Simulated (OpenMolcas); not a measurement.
# C2H3Cl2Si (SMILES [H]/[C]=C/[SiH](Cl)Cl), step by step

Aim: a single-point energy (ROHF/ANO-R0), then the energy (CASSCF(3,3)/ANO-R1), then an energy scan (CASPT2(3,3)/ANO-R1), then an energy scan (SC-NEVPT2(3,3)/ANO-R1), then the energy along one coordinate (MC-PDFT[tPBE](3,3)/ANO-R1) of C2H3Cl2Si. 

The calculation is run with OpenMolcas 26.06.

## (1) The molecule

C2H3Cl2Si: 8 atoms, total charge 0, spin state doublet. SMILES: `[H]/[C]=C/[SiH](Cl)Cl`. Geometry: relaxed at PBE0-D4/def2-TZVP. This is one conformer, not always the lowest.

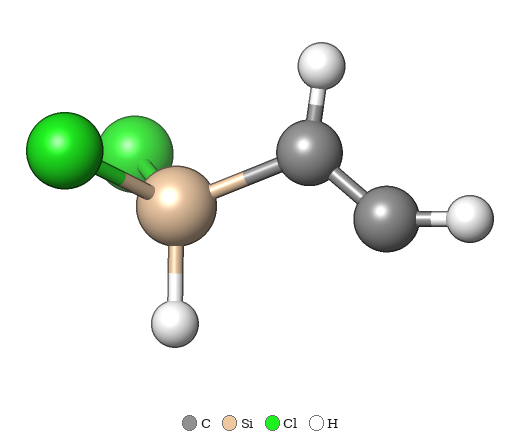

Viewed from a chosen angle; carbon grey, silicon light orange, chlorine green, hydrogen white.

## (2) A single-point energy at ROHF/ANO-R0 (sfX2C) (run 1)

struct.xyz

```xyz
8

C     -0.467200     1.549800     0.659300
C     -0.193600     0.279100     0.737900
Si     0.301600    -0.635800    -0.791100
Cl    -1.013100    -2.166600    -1.130900
Cl     2.164100    -1.443500    -0.534600
H     -0.772500     2.376400     1.285600
H     -0.249600    -0.262100     1.689000
H      0.322500     0.245600    -1.971100
```

step1.inp

```
&GATEWAY
Coord=struct.xyz
Basis=ANO-R0
Group=NoSym
&SEWARD
&SCF
UHF
Spin=2
PrOrbitals=0
&RASSCF
FileOrb=$Project.UnaOrb
Spin=2
Nactel=1 0 0
Inactive=31
Ras2=1
OutOrbitals=Canonical
OrbListing=Nothing
```

Started as:

```sh
$ export MOLCAS_MEM=1860
$ pymolcas step1.inp > step1.log
```

What it wrote:

```text
--- Start Module: gateway ---
[...]
--- Stop Module: gateway /rc=_RC_ALL_IS_WELL_ ---
[...]
      Basis functions           40
[...]
--- Start Module: scf ---
[...]
       Convergence after  16 Iterations
[...]
::    Total SCF energy                              -1288.3712697557
[...]
      Total spin, S                                     0.6211778683
[...]
--- Stop Module: scf /rc=_RC_ALL_IS_WELL_ ---
[...]
--- Start Module: rasscf ---
[...]
      Number of active orbitals                  1
[...]
      Spin quantum number                      0.5
[...]
      Active orbitals                            1
[...]
      Number of CSFs                             1
[...]
      Number of root(s) required                 1
[...]
      Convergence after 10 iterations
[...]
      printout of CI-coefficients larger than  0.05 for root  1
      energy=   -1288.361564
      conf/sym  1     Coeff  Weight
             1  u   1.00000 1.00000
      Natural orbitals and occupation numbers for root  1
      sym 1:   1.000000
      ************************************************************************************************************************
      *                                                    Final results                                                     *
[...]
::    RASSCF root number  1 Total energy:  -1288.36156372
[...]
      Total electronic charge=   63.000000
      Total            charge=   -0.000000
[...]
      Dipole Moment (debye):
      Origin of the operator (angstrom)=    0.3206   -0.9581   -0.5010
                   X= -7.1904E-01               Y=  1.7178E+00               Z=  1.7502E+00           Total=  2.5556E+00
      Quadrupole Moment (debye*angstrom):
[...]
--- Stop Module: rasscf /rc=_RC_ALL_IS_WELL_ ---
[...]
```

Run time: 5.1 s. Hardware: 1 thread of Arm Neoverse V1, shared host; peak memory 0.38 GiB.

## (3) The energy at CASSCF(3,3)/ANO-R1 (sfX2C, RICD fitting) (run 2)

struct.xyz is that of step 2.

step2.inp

```
* C2H3Cl2Si CASSCF
>>> EXPORT MOLCAS_PRINT=2

&GATEWAY
 COORD=struct.xyz
 BASIS=ANO-R0
 GROUP=NoSym

&SEWARD

&RASSCF
 FILEORB=$CurrDir/step1.RasOrb
 ALTER=2
 1 24 31
 1 33 38
 SPIN=2
 NACTEL=3 0 0
 INACTIVE=30
 RAS2=3
 ORBLISTING=Nothing
>>> COPY $Project.RunFile RUNFIL1
>>> COPY $Project.RasOrb INPORB

&GATEWAY
 COORD=struct.xyz
 BASIS=ANO-R1
 GROUP=NoSym
 RICD

&SEWARD
>>> COPY $Project.RunFile RUNFIL2

&EXPBAS

&RASSCF
 FILEORB=$Project.ExpOrb
 SPIN=2
 NACTEL=3 0 0
 INACTIVE=30
 RAS2=3
 ORBLISTING=Nothing
 ORBAPPEAR=Compact
```

Started as:

```sh
$ export MOLCAS_MEM=1860
$ pymolcas step2.inp > step2.log
```

What it wrote:

```text
[...]
      Basis functions           40
[...]
      Number of active orbitals                  3
[...]
      Spin quantum number                      0.5
[...]
      Active orbitals                            3
[...]
      Number of CSFs                             8
[...]
      Number of root(s) required                 1
[...]
      Convergence after 19 iterations
[...]
      printout of CI-coefficients larger than  0.05 for root  1
      energy=   -1288.372575
      conf/sym  111     Coeff  Weight
             1  2u0   0.99535 0.99073
             8  0u2   0.09212 0.00849
      Natural orbitals and occupation numbers for root  1
      sym 1:   1.982232   0.999612   0.018155
      ************************************************************************************************************************
      *                                                    Final results                                                     *
[...]
::    RASSCF root number  1 Total energy:  -1288.37257545
[...]
      Basis functions           97
[...]
      Convergence after 17 iterations
[...]
      Natural orbitals and occupation numbers for root  1
      sym 1:   1.985710   0.999756   0.014534
      ************************************************************************************************************************
      *                                                    Final results                                                     *
[...]
::    RASSCF root number  1 Total energy:  -1288.97248752
[...]
      Total electronic charge=   63.000000
      Total            charge=   -0.000000
[...]
      Dipole Moment (debye):
      Origin of the operator (angstrom)=    0.3206   -0.9581   -0.5010
                   X= -7.3034E-01               Y=  2.1801E+00               Z=  1.2494E+00           Total=  2.6167E+00
      Quadrupole Moment (debye*angstrom):
[...]
```

Wall time 16 s (1 thread of Arm Neoverse V1, shared host); peak memory 0.38 GiB.

## (4) An energy scan at CASPT2(3,3)/ANO-R1 (sfX2C, RICD fitting, ipea shift 0.25 Eh, pt2 variant SS) (run 3)

step3.inp

```
* C2H3Cl2Si CASPT2
>>> EXPORT MOLCAS_PRINT=2
>>> COPY $CurrDir/step2.RasOrb $Project.RasOrb
>>> ForEach K in (1, 2, 3, 4, 5, 6, 7, 8, 9)

&GATEWAY
 Coord=$CurrDir/point$K.xyz
 Basis=ANO-R1
 Group=NoSym
 RICD

&SEWARD

&RASSCF
 FileOrb=$Project.RasOrb
 Spin=2
 Nactel=3 0 0
 Inactive=30
 Ras2=3
 OrbListing=Nothing
 OrbAppear=Compact

&CASPT2
 Imaginary=0.2
 Frozen=17
>>> EndDo
```

Started as:

```sh
$ export MOLCAS_MEM=1860
$ pymolcas step3.inp > step3.log
```

What it wrote:

```text
[...]
      Basis functions           97
[...]
      Number of active orbitals                  3
[...]
      Spin quantum number                      0.5
[...]
      Active orbitals                            3
[...]
      Number of CSFs                             8
[...]
      Number of root(s) required                 1
[...]
      Convergence after 11 iterations
[...]
      printout of CI-coefficients larger than  0.05 for root  1
      energy=   -1288.950659
      conf/sym  111     Coeff  Weight
             1  2u0   0.99772 0.99544
             8  0u2   0.06629 0.00439
      Natural orbitals and occupation numbers for root  1
      sym 1:   1.991021   0.999886   0.009093
      ************************************************************************************************************************
      *                                                    Final results                                                     *
[...]
::    RASSCF root number  1 Total energy:  -1288.95065892
[...]
::    CASPT2 Root  1     Total energy:  -1289.55204983
[...]
      Convergence after 11 iterations
[...]
      Natural orbitals and occupation numbers for root  1
      sym 1:   1.985724   0.999757   0.014520
      ************************************************************************************************************************
      *                                                    Final results                                                     *
[...]
      Convergence after 16 iterations
[...]
      Convergence after 14 iterations
[...]
      Convergence after 10 iterations
[...]
::    RASSCF root number  1 Total energy:  -1288.87807893
[...]
::    CASPT2 Root  1     Total energy:  -1289.47141039
[...]
      Convergence after  7 iterations
[...]
::    RASSCF root number  1 Total energy:  -1288.87799984
[...]
::    CASPT2 Root  1     Total energy:  -1289.47070541
[...]
```

Run time: 1.7 min. Hardware: 1 thread of Arm Neoverse V1, shared host; peak memory 0.087 GiB.

The scan, from its lowest point:

| Si3–C2 (Å) | energy (kJ/mol) |
| --- | --- |
| 1.664 | 50.5 |
| 1.849 | 0.0 |
| 2.034 | 21.5 |
| 2.312 | 100.5 |
| 2.682 | 202.3 |
| 3.144 | 253.4 |
| 3.699 | 260.3 |
| 4.438 | 262.2 |
| 5.548 | 264.0 |

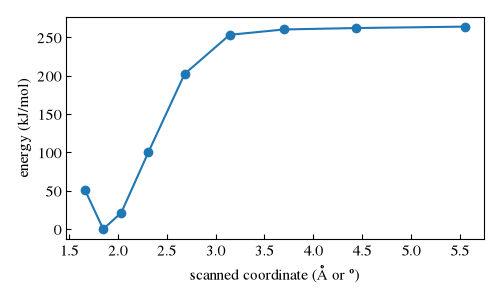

Energy along the scan.

## (5) The energy along one coordinate at SC-NEVPT2(3,3)/ANO-R1 (sfX2C, RICD fitting, pt2 variant SC-NEVPT2) (run 4)

step4.inp

```
* C2H3Cl2Si NEVPT2
>>> COPY $CurrDir/step2.RasOrb $Project.RasOrb
>>> ForEach K in (1, 2, 3, 4, 5, 6, 7, 8, 9)

&GATEWAY
 COORD=$CurrDir/point$K.xyz
 BASIS=ANO-R1
 GROUP=NoSym
 RICD

&SEWARD

&RASSCF
 FILEORB=$Project.RasOrb
 SPIN=2
 NACTEL=3 0 0
 INACTIVE=30
 RAS2=3
 ORBLISTING=Nothing
 ORBAPPEAR=Compact

&CASPT2
 SC-NEVPT2
 FROZEN=17
>>> EndDo
```

Started as:

```sh
$ export MOLCAS_MEM=1860
$ pymolcas step4.inp > step4.log
```

What it wrote:

```text
[...]
      Basis functions           97
[...]
      Number of active orbitals                  3
[...]
      Spin quantum number                      0.5
[...]
      Active orbitals                            3
[...]
      Number of CSFs                             8
[...]
      Number of root(s) required                 1
[...]
      Convergence after 11 iterations
[...]
      printout of CI-coefficients larger than  0.05 for root  1
      energy=   -1288.950659
      conf/sym  111     Coeff  Weight
             1  2u0   0.99772 0.99544
             8  0u2   0.06629 0.00439
      Natural orbitals and occupation numbers for root  1
      sym 1:   1.991021   0.999886   0.009093
      ************************************************************************************************************************
      *                                                    Final results                                                     *
[...]
::    RASSCF root number  1 Total energy:  -1288.95065892
[...]
::    SC-NEVPT2 Root  1     Total energy:  -1289.54295974
[...]
      Convergence after 11 iterations
[...]
      Natural orbitals and occupation numbers for root  1
      sym 1:   1.985724   0.999757   0.014520
      ************************************************************************************************************************
      *                                                    Final results                                                     *
[...]
      Convergence after 16 iterations
[...]
      Convergence after 14 iterations
[...]
      Convergence after 10 iterations
[...]
::    RASSCF root number  1 Total energy:  -1288.87807893
[...]
::    SC-NEVPT2 Root  1     Total energy:  -1289.46982304
[...]
      Convergence after  7 iterations
[...]
::    RASSCF root number  1 Total energy:  -1288.87799984
[...]
::    SC-NEVPT2 Root  1     Total energy:  -1289.46914415
[...]
```

It took 95 s on 1 thread of Arm Neoverse V1, shared host; peak memory 0.087 GiB.

The scan, from its lowest point:

| Si3–C2 (Å) | energy (kJ/mol) |
| --- | --- |
| 1.664 | 54.4 |
| 1.849 | 0.0 |
| 2.034 | 18.2 |
| 2.312 | 93.8 |
| 2.682 | 193.2 |
| 3.144 | 239.3 |
| 3.699 | 244.9 |
| 4.438 | 246.4 |
| 5.548 | 248.2 |

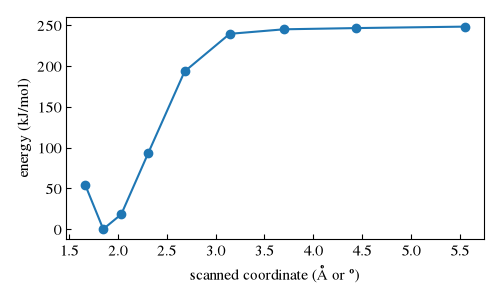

Energy along the scan.

## (6) An energy scan at MC-PDFT[tPBE](3,3)/ANO-R1 (sfX2C, RICD fitting) (run 5)

step5.inp

```
>>> COPY $CurrDir/step2.RasOrb $Project.RasOrb
>>> ForEach K in (1, 2, 3, 4, 5, 6, 7, 8, 9)

&GATEWAY
  Coord = $CurrDir/point$K.xyz
  Basis = ANO-R1
  Group = NoSym
  RICD

&SEWARD

&RASSCF
  FileOrb = $Project.RasOrb
  Spin = 2
  Nactel = 3 0 0
  Inactive = 30
  Ras2 = 3
  OrbListing = Nothing
  OrbAppear = Compact

&MCPDFT
  KSDFT = T:PBE
>>> EndDo
```

Started as:

```sh
$ export MOLCAS_MEM=1860
$ pymolcas step5.inp > step5.log
```

What it wrote:

```text
[...]
      Basis functions           97
[...]
      Number of active orbitals                  3
[...]
      Spin quantum number                      0.5
[...]
      Active orbitals                            3
[...]
      Number of CSFs                             8
[...]
      Number of root(s) required                 1
[...]
      Convergence after 11 iterations
[...]
      printout of CI-coefficients larger than  0.05 for root  1
      energy=   -1288.950659
      conf/sym  111     Coeff  Weight
             1  2u0   0.99772 0.99544
             8  0u2   0.06629 0.00439
      Natural orbitals and occupation numbers for root  1
      sym 1:   1.991021   0.999886   0.009093
      ************************************************************************************************************************
      *                                                    Final results                                                     *
[...]
::    RASSCF root number  1 Total energy:  -1288.95065892
[...]
::    MCPDFT root number  1 Total energy:  -1290.76633841
[...]
      Convergence after 11 iterations
[...]
      Natural orbitals and occupation numbers for root  1
      sym 1:   1.985724   0.999757   0.014520
      ************************************************************************************************************************
      *                                                    Final results                                                     *
[...]
      Convergence after 16 iterations
[...]
      Convergence after 14 iterations
[...]
      Convergence after 10 iterations
[...]
::    RASSCF root number  1 Total energy:  -1288.87807893
[...]
::    MCPDFT root number  1 Total energy:  -1290.67978204
[...]
      Convergence after  7 iterations
[...]
::    RASSCF root number  1 Total energy:  -1288.87799984
[...]
::    MCPDFT root number  1 Total energy:  -1290.67949057
[...]
```

It took 1.7 min on 1 thread of Arm Neoverse V1, shared host; peak memory 0.087 GiB.

The scan, from its lowest point:

| Si3–C2 (Å) | energy (kJ/mol) |
| --- | --- |
| 1.664 | 48.3 |
| 1.849 | 0.0 |
| 2.034 | 21.2 |
| 2.312 | 98.9 |
| 2.682 | 203.8 |
| 3.144 | 265.7 |
| 3.699 | 274.9 |
| 4.438 | 275.6 |
| 5.548 | 276.3 |

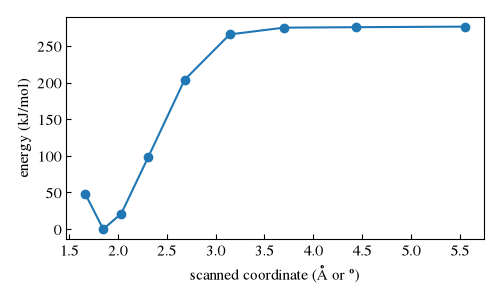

Energy along the scan.

## (7) What came out

| quantity | value |
| --- | --- |
| run 1, ROHF/ANO-R0: total energy | -1288.36156 Eh |
| run 1, ROHF/ANO-R0: dipole moment | 2.56 D |
| run 2, CASSCF(3,3)/ANO-R1: total energy | -1288.97249 Eh |
| run 2, CASSCF(3,3)/ANO-R1: dipole moment (CASSCF density) | 2.62 D |
| run 3, CASPT2(3,3)/ANO-R1: lowest energy of the scan | -1289.57127 Eh |
| run 4, SC-NEVPT2(3,3)/ANO-R1: lowest energy of the scan | -1289.56367 Eh |
| run 5, MC-PDFT[tPBE](3,3)/ANO-R1: lowest energy of the scan | -1290.78474 Eh |

**Reading.** Mulliken charges (run 2, CASSCF(3,3)/ANO-R1) run from -0.19 on Cl4 to +0.24 on Si3; they depend strongly on the basis. The run (run 3, CASPT2(3,3)/ANO-R1) may have ended on a state above the lowest. The run (run 4, SC-NEVPT2(3,3)/ANO-R1) may have ended on a state above the lowest. The run (run 5, MC-PDFT[tPBE](3,3)/ANO-R1) may have ended on a state above the lowest.
